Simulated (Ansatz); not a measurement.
**ClHOZn···HBr: density, localisation and related maps**

Input file:

```
crystal:
  periodic: [false, false, false]
  atoms:
    - { symbol: Zn, position_ang: [0.0, 0.0, 0.0] }
    - { symbol: Cl, position_ang: [0.0, 0.0, 2.59] }
    - { symbol: O, position_ang: [0.0, 0.0, -1.79] }
    - { symbol: H, position_ang: [0.2547, -0.9174, -2.1271] }
    - { symbol: Br, position_ang: [-2.5398, -0.4607, 0.8577] }
    - { symbol: H, position_ang: [-1.441, -0.2614, 2.1491] }
basis:
  gaussian: { orbitals: def2-SVP }
hamiltonian:
  xc: pbe0
  dispersion: d4
relax:
  f_tol: 0.15
  max_steps: 25
  restrain:
    - { distance: [0, 4], at: 3.62, k: 30.0 }
    - { distance: [5, 1], at: 2.57, k: 30.0 }
    - { distance: [0, 1], at: 2.24, k: 30.0 }
    - { distance: [5, 4], at: 1.55, k: 30.0 }
output:
  orbitals: {}
```

Command:

```sh
ansatz run input.yaml --threads 2 --pin off --max-ram 3072MiB --backend cpu --events-out ev --progress --plain --runs-dir out
```

The fields are those of the run's last geometry, not of the input's.

Not at a stationary point (largest force 1.5 eV/Å).

Computed with Ansatz 0.2.0, RKS PBE0-D4/def2-SVP.

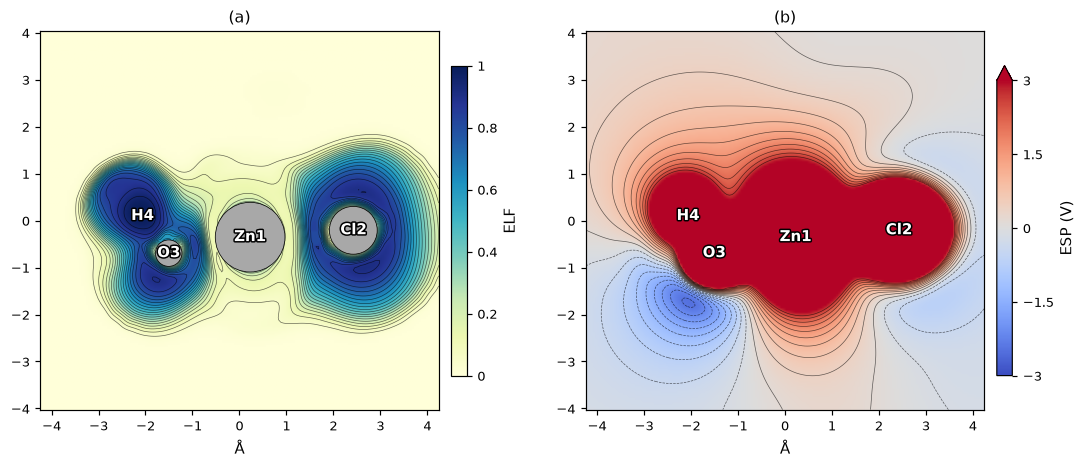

Figure 1. (a) ELF; (b) molecular electrostatic potential on the plane of atoms Zn1, O3 and H4. Grey discs cover the atomic cores in the ELF map.

Interpret the plot.

The plane passes through Zn, Cl, O and H nuclei. Zn–O (1.77 Å): the ELF peaks at about 0.85 in the valence shell of O, 0.6 Å from its nucleus, and is about 0.20 at the midpoint. Zn–Cl (2.21 Å): the ELF peaks at about 0.85 in the valence shell of Cl, 0.9 Å from its nucleus, and is about 0.45 at the midpoint. O–H (0.97 Å): the ELF climbs to about 1 towards the hydrogen, as it does in any bond to H; a covalent bond by its length. The ELF also peaks beside O3 and Cl2, away from the bonds: lone-pair regions. Outside the dense part of the complex the potential is most negative (−2.5 V) near O3.

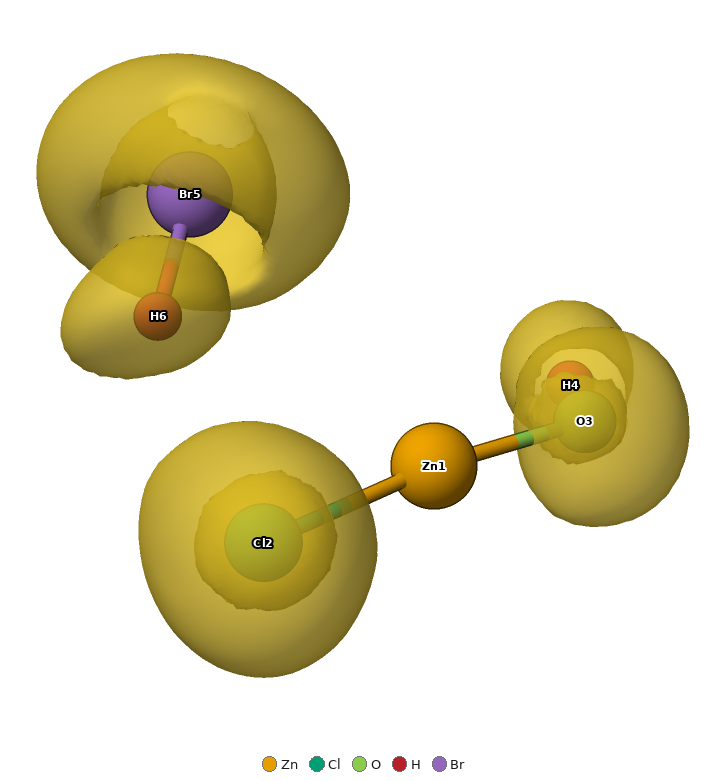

Figure 2. Isosurface of the ELF at 0.75 (yellow), seen at a tilt. Core shells and regions of very low density are left out.

Describe the localisation domains.

At this value the surface marks out one region around a hydrogen nucleus, one ring or bowl of non-bonding electrons around Br, one region wrapped around Cl (its valence shell) and one joined region spread over several atoms (H, O), in which their bonds and any lone pairs are merged. Profiles from the grid: Cl2···H6 (2.57 Å): the ELF dips to about 0.10 between them.

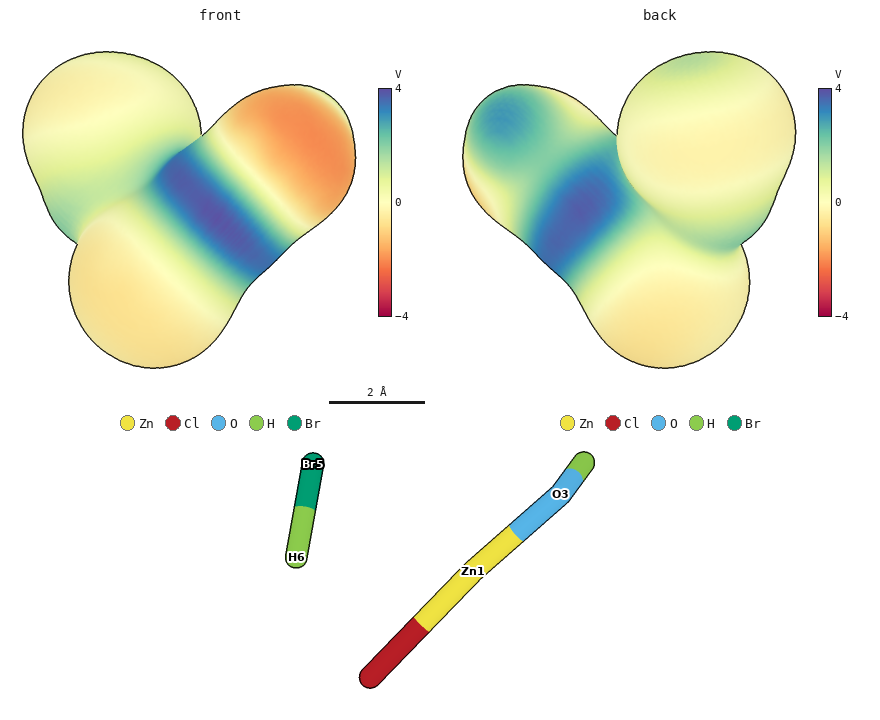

Figure 3. The electrostatic potential painted on the density surface at 0.004 e/bohr³, seen from the front and from behind; red is negative and blue positive. The bare structure is drawn below in the same view.

Which sites attract a positive test charge, and which a negative one?

A positive charge is drawn to the negative regions and a negative charge to the positive ones. The most negative region (about −2.0 V) lies over O3, the most positive (about +3.8 V) over Zn1. Br5 shows a σ-hole: about +1.4 V at the tip opposite its bond, against about −0.1 V on its flanks. O3 is the likeliest acceptor of a hydrogen bond.
